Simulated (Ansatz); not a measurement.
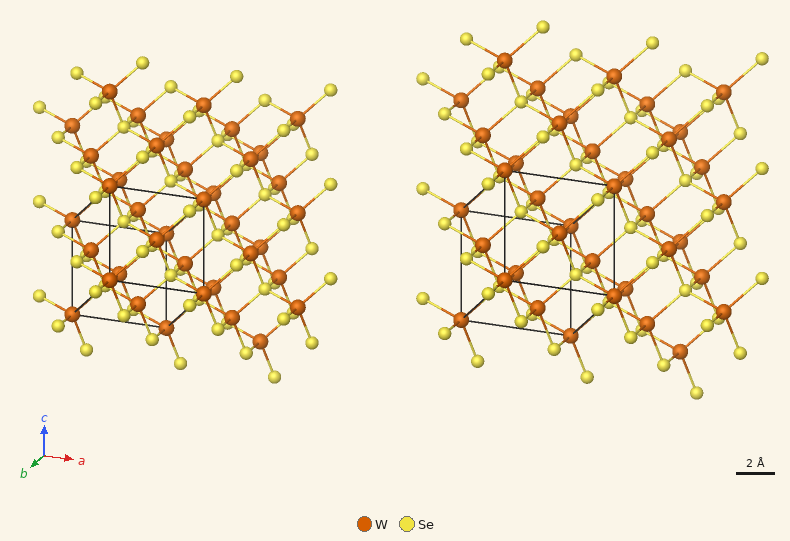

Two geometries of crystalline WSe (built on the zinc blende type) (coarse preliminary run), drawn at one scale. One is the start of a relaxation, the other its converged end. The picture is a ball-and-stick view of the conventional cell (4 times the calculation's cell), repeated 2 × 1 × 2 with one cell outlined, seen from a free direction. Lengths and directions refer to the drawn axes.

All numbers below come from DFT PBE+U, scalar-relativistic, plane waves, PAW (Ansatz 0.2.0). Set-up: plane-wave cutoff 420 eV; k-point mesh 6 × 6 × 6; occupations gaussian; smearing width 0.1 eV; U W 6.2 eV; collinear spin; cell and atoms relaxed; force threshold 0.05 eV/Å; at most 80 steps.

> Which one is relaxed?

The right one is the relaxed one. The energy falls by 1461 meV per atom in 6 accepted moves (8 points after the start). All forces vanish by symmetry, so only the cell relaxes. Pressure: 38.04 GPa at the start and 0.20 GPa at the end. At 2 points the geometry stayed and the basis and grid were re-selected for the new cell (energy shift of 15.3 meV per atom at most each time). No atom moves by more than 0.005 Å relative to the cell. The volume changes by +58.0 %, with a = b = c 5.356 → 6.239 Å (+16.5 %). Among the contacts that change: Se–W 2.319 → 2.702 Å. The space group stays F-43m (No. 216).
